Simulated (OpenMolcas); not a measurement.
# Nd²⁺ among point charges: CASSCF levels and susceptibility

Aim: the splitting of the states of Nd²⁺ in the field of 6 point charges, its lowest levels with spin-orbit coupling and its magnetic susceptibility.

Method: state-averaged CASSCF, spin-orbit coupling by RASSI with atomic mean-field integrals. Code: OpenMolcas 26.06.

## Step 1: The atom as given

* Species: Nd²⁺ (neodymium, Z = 60, 58 electrons)
* Basis: ANO-RCC-VDZP [7s6p4d2f1g], 68 functions
* Scalar Hamiltonian: DKH2, point nucleus
* Inactive shells: 1s 2s 2p 3s 3p 3d 4s 4p 4d 5s 5p
* Active space: 4 electrons in 7 orbitals (4f)
* Some configurations of this space: 4f4
* Orbitals: optimised for the highest spin of each parity, averaged over all roots

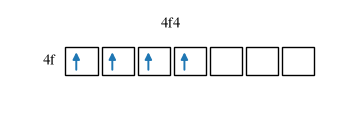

Outer shells as boxes.

The ion sits among 6 point charges of -1 e arranged as a tetragonal octahedron (D4h), 2.6 Å from the ion, with the axial distance 2.210 Å.

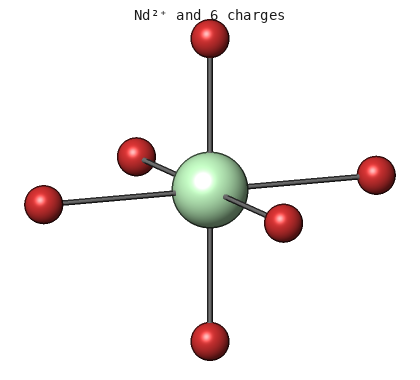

The ion and the point charges (red).

Each step is its own input file, run in one work folder so that later steps find the files of earlier ones. Labels, J, g values, rates, χT and fits are worked out afterwards by a script from the matrices that RASSI stores. The input lists half of the charges; inversion (Group=XYZ) makes the rest.

## Step 2: One- and two-electron integrals

Contents of a.inp:

```
&GATEWAY
Coord
1

Nd 0.0 0.0 0.0
Basis=ANO-RCC-VDZP
Group=XYZ
NoMove
AngMom=0.0 0.0 0.0
AMFI
XField
3 Angstrom 0
2.600000 0.000000 0.000000 -1.000000
0.000000 2.600000 0.000000 -1.000000
0.000000 0.000000 2.210000 -1.000000
&SEWARD
```

Launch:

```sh
OMP_NUM_THREADS=1 MOLCAS_MEM=2252 MOLCAS_PROJECT=a pymolcas a.inp > a.log
```

## Step 3: CASSCF: quintets of even parity, 35 roots

Contents of a.inp:

```
&RASSCF
FileOrb=start.orb
Symmetry=1
Spin=5
nActEl=4 0 0
Inactive=15 12
Ras2=0 7
CIRoot=35 35 1
SDav=35
CIMx=300
Iter=120 100
PrWF=0.3
OrbListing=Nothing
MaxOrb=0
>>> COPY $Project.JobIph JOB001
```

start.orb holds the contracted functions of the basis, ordered by shell, or the orbitals of the step before.

## Step 4: CASSCF: triplets of even parity, 162 roots

Contents of a.inp:

```
&RASSCF
FileOrb=start.orb
Symmetry=1
Spin=3
nActEl=4 0 0
Inactive=15 12
Ras2=0 7
CIRoot=162 162 1
SDav=210
CIMx=300
Iter=120 100
PrWF=0.3
OrbListing=Nothing
MaxOrb=0
CIOnly
>>> COPY $Project.JobIph JOB002
```

## Step 5: CASSCF: singlets of even parity, 162 roots

Contents of a.inp:

```
&RASSCF
FileOrb=start.orb
Symmetry=1
Spin=1
nActEl=4 0 0
Inactive=15 12
Ras2=0 7
CIRoot=162 162 1
SDav=196
CIMx=300
Iter=120 100
PrWF=0.3
OrbListing=Nothing
MaxOrb=0
CIOnly
>>> COPY $Project.JobIph JOB003
```

## Step 6: State interaction with spin-orbit coupling

Contents of a.inp:

```
&RASSI
NrOfJobIphs=3 33 106 31
1 2 3 4 5 6 7 8 9 10 11 12 13 14 15 16 17 18 19 20 21 22 23 24 25 26 27
28 29 30 31 32 33
1 2 3 4 5 6 7 8 9 10 11 12 13 14 15 16 17 18 19 20 21 22 23 24 25 26 27
28 29 30 31 32 33 34 35 36 37 38 39 40 41 42 43 44 45 46 47 48 49 50 51
52 53 54 55 56 57 58 59 60 61 62 63 64 65 66 67 68 69 70 71 72 73 74 75
76 77 78 79 80 81 82 83 84 85 86 87 88 89 90 91 92 93 94 95 96 97 98 99
100 101 102 103 104 105 106
1 2 3 4 5 6 7 8 9 10 11 12 13 14 15 16 17 18 19 20 21 22 23 24 25 26 27
28 29 30 31
IphNames
JOB001
JOB002
JOB003
EJob
SpinOrbit
DIPRint=1.0
SOCoupling=1000.0
Subsets=2
Property=9
'ANGMOM' 1 'ANGMOM' 2 'ANGMOM' 3 'MLTPL  1' 1 'MLTPL  1' 2 'MLTPL  1' 3
'AMFI' 1 'AMFI' 2 'AMFI' 3
SOProperty=3
'ANGMOM' 1 'ANGMOM' 2 'ANGMOM' 3
```

**Question.** What will these runs give? Wanted: spin-free ground state; first state of the same spin within the active space; lowest level; next level.

As calculated:

| quantity | value |
| --- | --- |
| method | CASSCF |
| spin-free ground state | 5A1, 1-fold in its orbital part |
| first state of the same spin within the active space | 5E at 21.4 cm⁻¹ |
| lowest level | 1-fold B2 |
| next level | 27.4 cm⁻¹ |
| χT at 300 K | 1.01 cm³ K/mol |
| effective moment at 300 K | 2.84 μB |

**Reading.** The spin-free ground state (5A1) comes to 100 % from free-ion I terms and keeps the highest spin of the shell. The triplets, singlets rest on orbitals optimised for another spin in at least one step, which raises them against the optimised states. Not all states of the active space went into the spin-orbit step. High states of lower spin are left out of the spin-orbit mixing, and CASSCF puts spin-flip levels too high. Point charges carry no covalency, so the field is a model and not that of real ligands.
